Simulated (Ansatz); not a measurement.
## Electronic structure of AlH7N2O in real space

```csv
atom,x (Å),y (Å),z (Å)
Al,0.0528,-0.5747,0.0582
N,0.1955,-0.2088,2.0753
H,-0.5953,0.3145,2.4489
H,1.0521,0.3076,2.2732
N,1.6057,0.0912,-0.6052
H,2.4561,-0.4520,-0.7059
H,1.5875,0.8074,-1.3231
H,-1.2434,0.2701,-0.3622
O,-0.0723,-2.2966,0.3637
H,-0.1959,-2.8841,-0.3917
H,0.2357,-1.1180,2.5380
```

All numbers below come from RKS B3LYP-D4/6-31G* (Ansatz 0.2.0).

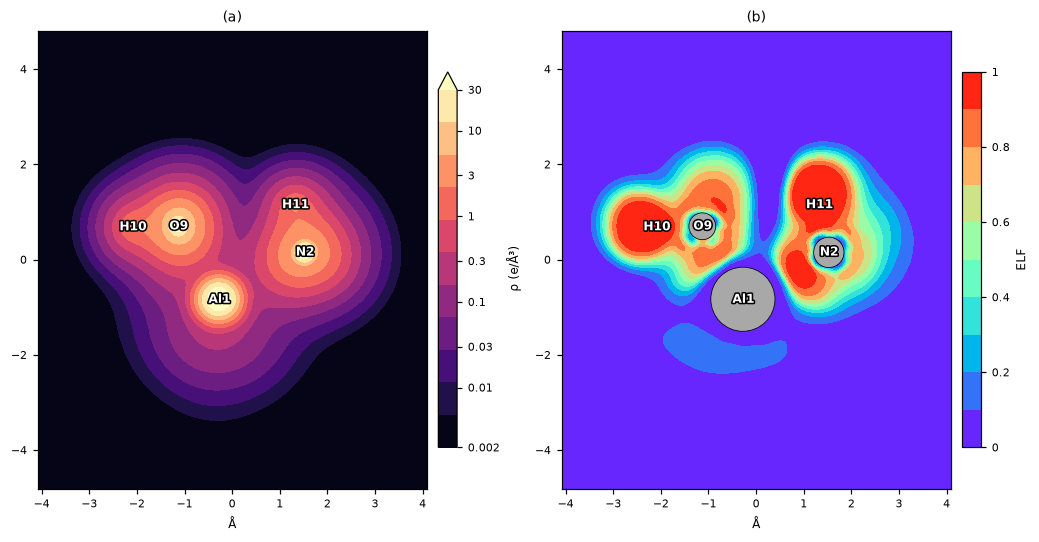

Figure 1. (a) total electron density; (b) ELF on the plane of atoms N2, Al1 and O9. Grey discs cover the atomic cores in the ELF map.

### What does the map show?

- Atoms in the plane: Al, N, O and H.
- Al–O (1.75 Å): ρ at the midpoint is about 0.76 e/Å³; the ELF peaks at about 0.90 in the valence shell of O, 0.7 Å from its nucleus, and is about 0.45 at the midpoint.
- O–H (0.96 Å): ρ at the midpoint is about 3.5 e/Å³; the ELF climbs to about 1 towards the hydrogen, as it does in any bond to H (a covalent bond by its length).
- Al–N (2.05 Å): ρ at the midpoint is about 0.47 e/Å³; the ELF peaks at about 0.95 in the valence shell of N, 0.6 Å from its nucleus, and is about 0.75 at the midpoint.
- N–H (1.02 Å): ρ at the midpoint is about 2.8 e/Å³; the ELF climbs to about 1 towards the hydrogen; an ordinary covalent bond to hydrogen.
- The ELF also peaks beside O9, away from the bonds: lone-pair regions.

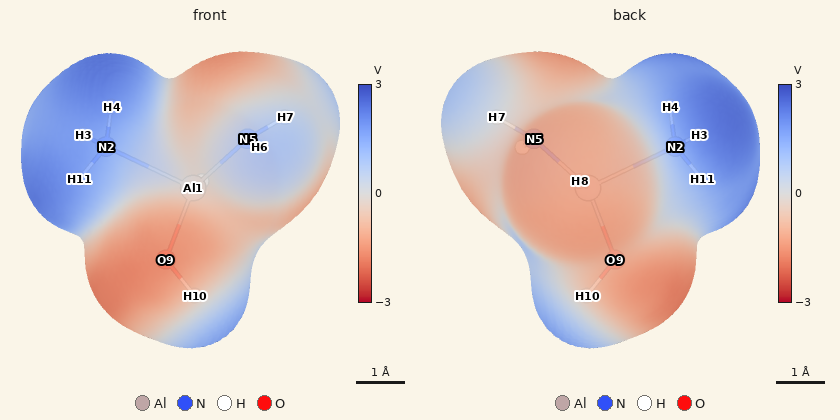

Figure 2. The molecular electrostatic potential painted on the density surface at 0.002 e/bohr³, seen from the front and from behind; red is negative and blue positive.

### Where is the surface potential most negative and most positive?

The most negative region (about −1.8 V) lies over O9, the most positive (about +2.5 V) over H3. O9 is the likeliest acceptor of a hydrogen bond.

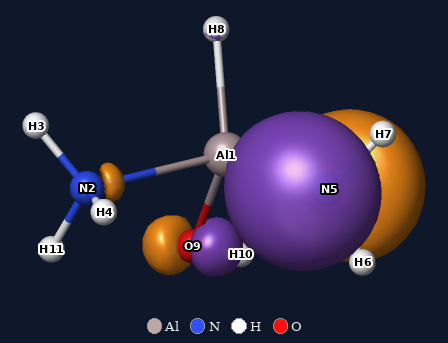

Figure 3. The HOMO at ±0.15 Å⁻³ᐟ² (orange and purple are the two phases), seen from one side.

### Where does this orbital lie, and at what energy?

It lies mainly on N5 (about 70 %); largely a lone pair of N5. Its energy is −5.67 eV.

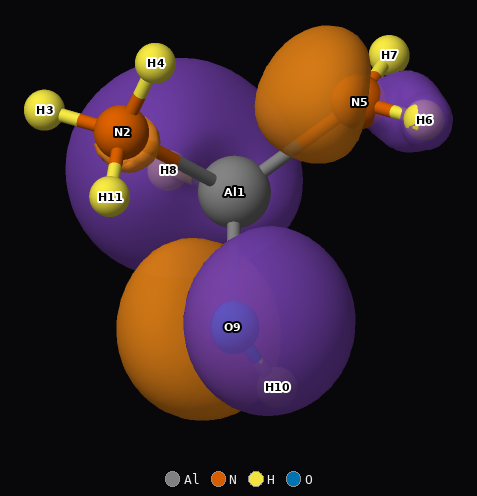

Figure 4. The HOMO−1 at ±0.08 Å⁻³ᐟ² (orange and purple are the two phases), seen at a tilt.

### Where does this orbital lie, and at what energy?

Its weight (Hirshfeld) is mainly on O9 (about 50 %), H8 (about 25 %), Al1 (about 15 %) and N5 (about 5 %). Its energy is −6.81 eV.
